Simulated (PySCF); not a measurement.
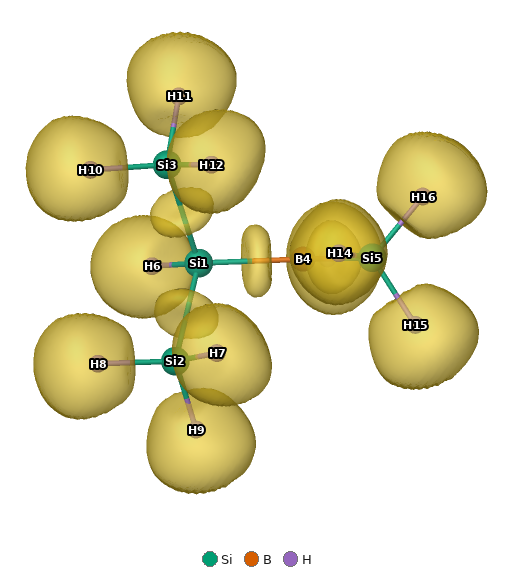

*BH11Si4 (SMILES [SiH3]B[SiH]([SiH3])[SiH3]). Isosurface of the electron localisation function at 0.9 (yellow), seen at a tilt. Core shells and regions of very low density are left out.*

Geometry: PBE0-D3(BJ)/def2-SVP.

The calculation used PBE0/pcSseg-1, SCF density, gas phase, non-relativistic in PySCF.

Input file:

```
{"job": {"kind": "nmr", "xc": "PBE0", "basis": "pcSseg-1"}, "charge": 0, "multiplicity": 1}
Si    -1.058878     0.394051     0.596587
Si    -1.372202    -1.830693    -0.108709
Si     0.636848     0.226459     2.222013
B     -0.329784     1.422793    -0.942129
Si     1.322533     0.817928    -1.923633
H     -2.316148     0.908361     1.230256
H     -0.068418    -2.370085    -0.603108
H     -1.840104    -2.662955     1.042317
H     -2.379613    -1.918571    -1.210036
H      0.184605    -0.667390     3.332332
H      0.978806     1.566512     2.790309
H      1.859885    -0.358321     1.592297
H     -0.874085     2.427912    -1.338714
H      2.002885    -0.372330    -1.325184
H      0.924974     0.464946    -3.327416
H      2.317572     1.936736    -2.001137
```

Launched as:

```sh
OMP_NUM_THREADS=1 python cluster_run.py task.json out
```

Describe the localisation domains.

The ELF exceeds this value in two regions between bonded B–Si atoms (shared pairs), two regions between bonded Si–Si atoms (shared pairs) and eleven regions around hydrogen nuclei. Along the contacts the grid gives the following. Si–B (1.99 Å): the ELF peaks at about 1 between the atoms, as expected for a shared electron pair. Si–Si (2.35 Å): the ELF peaks at about 1 between the atoms (localised, covalent bonding).
